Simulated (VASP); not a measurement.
Band structure of TaN (space group P-6m2). All values below come from PBEsol GGA with spin-orbit coupling, VASP's PBE PAW potentials (set 64) (plane waves; VASP).

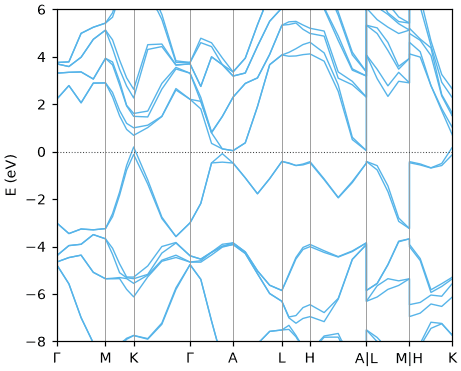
Figure. Bands along high-symmetry lines, zero at the valence-band maximum or, without a gap, the Fermi level

Q: Read the plot: is there a gap, and where are the band edges?

A: It has no gap at this level: it comes out as a metal or semimetal.

The structure comes from a measured TaN entry (P-6m2) of the Crystallography Open Database, whose conditions weren't checked. It was relaxed first.
